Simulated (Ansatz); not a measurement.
# SbIrO4, from a guessed structure to a relaxed one, part 2 of 2

This structure for SbIrO4 is made up. Its elements were placed in a known structure type with a cell scaled to their sizes. What cell does the guess relax to, and how far off was it?

Ansatz 0.2.0; DFT, PBEsol, plane-wave PAW, files of the set soft_1, scalar-relativistic, no spin, cell and ions relaxed at zero pressure; PAW set soft_1 (the session's first sound run).

So far: Set-up; Relaxation of the guess. The relaxed cell has a = 4.005, c = 9.775 Å (conventional setting).

## 3. Bands of the relaxed cell

With the geometry fixed, one more self-consistent run, with a narrower smearing and the mesh shown in its input, gives the bands, and its pressure, and its forces where symmetry allows any, show how far the geometry depends on these settings.

This step: DFT, PBEsol, plane-wave PAW, files of the set soft_1, scalar-relativistic, no spin, bands and density of states at the relaxed cell; PAW set soft_1 (Ansatz 0.2.0).

input.yaml

```yaml
crystal:
  lattice:
    - [-2.002304283, 2.002304283, 4.8874038783]
    - [2.002304283, -2.002304283, 4.8874038783]
    - [2.002304283, 2.002304283, -4.8874038783]
  atoms:
    - { symbol: Ir, position: [0.0, 0.0, 0.0] }
    - { symbol: Sb, position: [0.75, 0.25, 0.5] }
    - { symbol: O, position: [0.7952450286, 0.7952450286, 0.0] }
    - { symbol: O, position: [0.9645835156, 0.4645835156, 0.5] }
    - { symbol: O, position: [0.2047549714, 0.2047549714, 0.0] }
    - { symbol: O, position: [0.5354164844, 0.0354164844, 0.5] }
kpoints:
  mp_grid: { grid: [12, 12, 12] }
  band_path:
    path:
      - [[0.0, 0.0, 0.0], [0.5, -0.5, 0.0], [0.5, -0.5, 0.08392159], [0.29196079, -0.29196079, 0.29196079], [0.0, 0.0, 0.0], [0.5, 0.5, -0.5], [0.70803921, 0.29196079, -0.29196079], [0.5, 0.0, 0.0], [0.75, -0.25, -0.25], [0.91607841, 0.08392159, -0.5], [0.5, 0.5, -0.5]]
      - [[0.5, -0.5, 0.0], [0.75, -0.25, -0.25]]
    npoints: 7
scf:
  occupations: { method: fermi_dirac, width: 0.03 }
  n_extra_bands: 10
hamiltonian:
  xc: pbesol
  pseudopotentials: { kind: paw, azcp: { folder: soft_1 }, xc_functional: pbe }
output:
  forces: true
  stress: true
  write_bands: true
  dos: { projected: true }
  write_density: true
  write_potential: true
  elf: true
  volumetric_format: npy
```

On the command line:

```console
> ansatz run input.yaml --threads 4 --pin off --max-ram 10240MiB --backend cpu --events-out ev --progress --plain --runs-dir out
```

Numbers of over 12 decimals in the logs are rounded to 6 here.

Output:

```text
[...]
Crystal: 6 atoms, lattice volume = 78.379 Å³
Basis set: ecut = 420 eV, 1525 PW (Γ), exchange–correlation on 80×80×80 points (8 copies of the dense FFT grid, shifted against one another)
Bands: 38, of which v1, the nominal top of the filled ones, is band 28 counted from 1 (27 counted from 0)
Symmetry: 8 space group operations
[...]
k-points: 163 of 1728 (time reversal used)
[...]
SCF iter   1: F=—  HF=-20448.193436 eV  |F-HF|=—  |Δ(HF+E_count)|=         —  Δρ=8.77e-2  dr2=4.42e0  ethr=3.10e-3  ⟨swp⟩=6.0  Hψ=27418  notcnv=0  defer=8
[...]
SCF iter   9: F=-20447.356128 eV  HF=-20447.356128 eV  |F-HF|=5.02e-10  |Δ(HF+E_count)|=   3.70e-8  Δρ=2.55e-6  dr2=4.39e-9  ethr=1.79e-10  ⟨swp⟩=14.6  Hψ=44467  notcnv=0
SCF 1 converged in 9 iterations: F = -20447.356128 eV  dr2 = 4.39e-9
[...]
NSCF: frozen V_eff on 79 k-points
SCF converged after 9 iterations
Free energy (F): -20447.356128 eV
[...]
Internal energy: -20447.350669 eV  (E = F + TS)
E sigma→0 (E₀):  -20447.353399 eV
Entropy (-TS):   -0.005460 eV (-0.910 meV/atom)
Fermi energy:    10.900666 eV
[...]
--- Forces (eV/Å), atoms counted from 1 ---
  atom   1  Ir    -0.00000000     0.00000000     0.00000000
  atom   2  Sb     0.00000000    -0.00000000    -0.00000000
  atom   3  O     -0.00000000     0.00000000     0.01225132
  atom   4  O      0.00000000     0.00000000    -0.03146022
  atom   5  O      0.00000000     0.00000000    -0.01225132
  atom   6  O      0.00000000     0.00000000     0.03146022
  max |Σ_I F_I| component: 1.89e-16 eV/Å
--- Stress (GPa, compression-positive) ---
        0.017053      -0.000000       0.000000
       -0.000000       0.017053       0.000000
        0.000000       0.000000      -0.427440
  P = ⅓ Tr σ = -0.1311 GPa (-1.311 kbar)
--- Band table (eV; the first three rows and the last of 163) ---
  k-point 0: bands = [... 24 lower, 7.7096, 8.2983, 9.7066, 10.0777, 10.0777, 11.1450, 12.8490, 15.7209, ... 6 higher]
  k-point 1: bands = [... 24 lower, 7.7518, 8.8091, 9.7435, 9.8759, 10.0411, 11.7127, 13.0501, 15.8979, ... 6 higher]
  k-point 2: bands = [... 24 lower, 7.8316, 9.2561, 9.5445, 9.7909, 10.7412, 12.6345, 13.4359, 16.3567, ... 6 higher]
  k-point 162: bands = [... 24 lower, 7.8154, 8.3028, 9.7829, 10.3509, 10.3509, 11.6720, 11.7782, 16.1880, ... 6 higher]
```

It took 24 s on 4 threads of Arm Neoverse V1, shared host; peak memory 0.66 GiB.

The column dr2 measures how far the density is from self-consistency, as an energy; F and HF (Harris–Foulkes) agree once it is small.

This step gave:

| Property | Result |
| --- | --- |
| free energy | -20447.3561 eV |
| energy at zero smearing | -20447.3534 eV |
| smearing term TS | 0.005460 eV |
| Fermi energy | 10.90 eV |
| pressure | -0.1311 GPa |

From bands.tsv, the bands that come nearest the Fermi level along the path, at its corners, in eV from the Fermi level:

| point | band 25 | band 26 | band 27 | band 28 | band 29 | band 30 | band 31 | band 32 |
| --- | --- | --- | --- | --- | --- | --- | --- | --- |
| Γ | -3.19 | -2.60 | -1.19 | -0.82 | -0.82 | 0.24 | 1.95 | 4.82 |
| X | -2.62 | -1.44 | -0.65 | 0.44 | 2.48 | 2.97 | 3.23 | 4.71 |
| Y | -2.64 | -1.62 | -0.70 | 0.31 | 2.59 | 2.59 | 3.39 | 4.56 |
| S | -3.50 | -1.45 | -0.90 | -0.30 | 0.43 | 1.68 | 2.91 | 4.83 |
| Γ | -3.19 | -2.60 | -1.19 | -0.82 | -0.82 | 0.24 | 1.95 | 4.82 |
| Z | -3.09 | -2.60 | -1.12 | -0.55 | -0.55 | 0.77 | 0.88 | 5.29 |
| S1 | -3.50 | -1.45 | -0.90 | -0.30 | 0.43 | 1.68 | 2.91 | 4.83 |
| N | -3.50 | -1.45 | -0.85 | -0.27 | 0.57 | 1.72 | 2.89 | 5.14 |
| P | -2.69 | -1.11 | -0.94 | 0.47 | 2.29 | 3.10 | 3.25 | 4.76 |
| Y1 | -2.64 | -1.62 | -0.70 | 0.31 | 2.59 | 2.59 | 3.39 | 4.56 |
| Z | -3.09 | -2.60 | -1.12 | -0.55 | -0.55 | 0.77 | 0.88 | 5.29 |
| X | -2.62 | -1.44 | -0.65 | 0.44 | 2.48 | 2.97 | 3.23 | 4.71 |
| P | -2.69 | -1.11 | -0.94 | 0.47 | 2.29 | 3.10 | 3.25 | 4.76 |

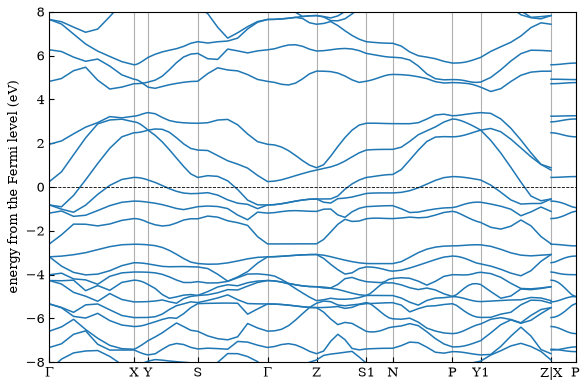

Bands along the path. 15 bands lie wholly below the window drawn.

States per cell as run, both spins, in windows of 1 eV, from dos.tsv (zero at the Fermi level):

```
from  to  total
  -8  -7   3.08
  -7  -6   3.00
  -6  -5   4.77
  -5  -4   4.77
  -4  -3   3.21
  -3  -2   0.77
  -2  -1   3.32
  -1   0   2.57
   0   1   1.29
   1   2   1.65
   2   3   2.30
   3   4   0.77
   4   5   1.50
   5   6   1.89
```

Below -8 eV lie 30.5 more states.

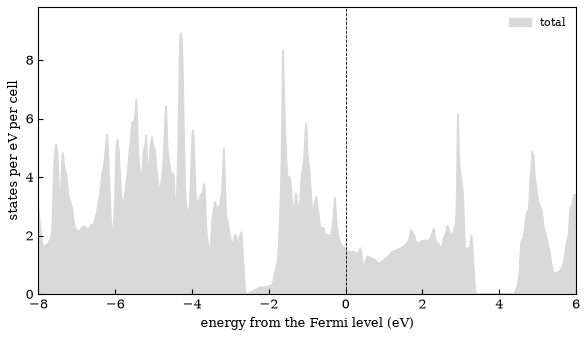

Total density of states, smoothed over about 0.04 eV.

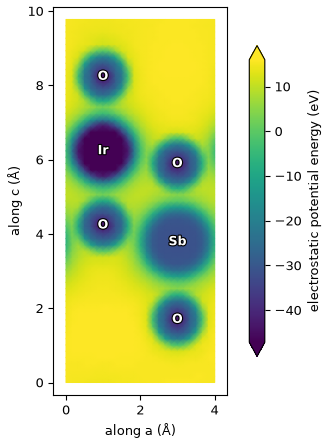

Electrostatic potential energy in the ac plane of the conventional cell at fractional y = 0.000, with atoms of Ir and Sb and O within 0.2 Å of it. With pseudopotentials it is smooth inside the atoms' cores, unlike the true potential. The map starts off the cell's origin, so that atoms lie inside it.

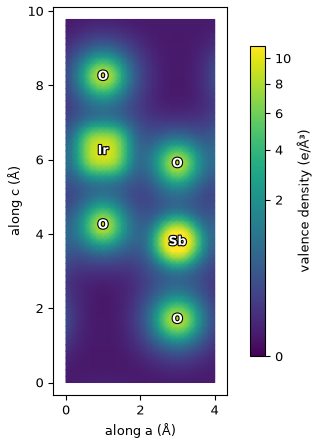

Valence density in the ac plane of the conventional cell at fractional y = 0.000, with atoms of Ir and Sb and O within 0.2 Å of it. It is the smooth field of the valence electrons, not physical close to the nuclei. The map starts off the cell's origin, so that atoms lie inside it. The colour scale is stretched toward low values.

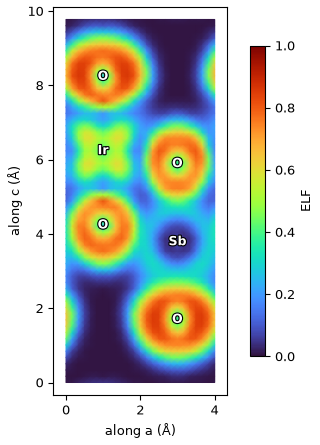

ELF in the ac plane of the conventional cell at fractional y = 0.000, with atoms of Ir and Sb and O within 0.2 Å of it. It is the smooth field of the valence electrons, not physical close to the nuclei. The map starts off the cell's origin, so that atoms lie inside it.

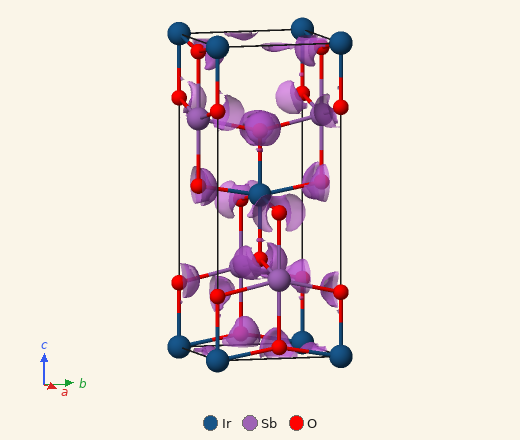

Surface of ELF = 0.78.

## 4. What came out

```yaml
space_group_relaxed: I-4m2
conventional_cell: a = 4.005, b = 4.005, c = 9.775 Å; α = 90.0°, β = 90.0°, γ = 90.0°
volume_per_atom: 13.06 Å³ (guess 11.90)
```

In words: SbIrO4 relaxes to I-4m2 with a = 4.005, b = 4.005 and c = 9.775 Å. The guessed volume was 9 % too small. The space group I-4m2 was held in the relaxation, so the end point is a stationary structure within it and may be a saddle against distortions or other arrangements. Bands cross the Fermi level, so it is a metal or semimetal at this level. On the 12×12×12 mesh with the narrower smearing (relaxed on 10×10×10) the largest force component is 0.031 eV/Å and the largest stress component is 0.427 GPa, against the relaxation's thresholds of 0.015 eV/Å and 0.05 GPa. The cutoff wasn't tested. Spin-orbit coupling is left out, which can matter for elements this heavy. No dispersion term is used, so weakly bound directions may come out too long. The runs have no spin, and magnetism wasn't tested. Nothing here tests whether the compound is stable against decomposition.

[Logs are printed without paths, hosts, clocks, repeated set-up lines and the standing remarks that a program may print on its own settings, such as how far it seeks lower states.]

[Hosts, paths, dates, database ids (printed as entryN), source tags and the programs' standing remarks are cut or masked in the printed files.]
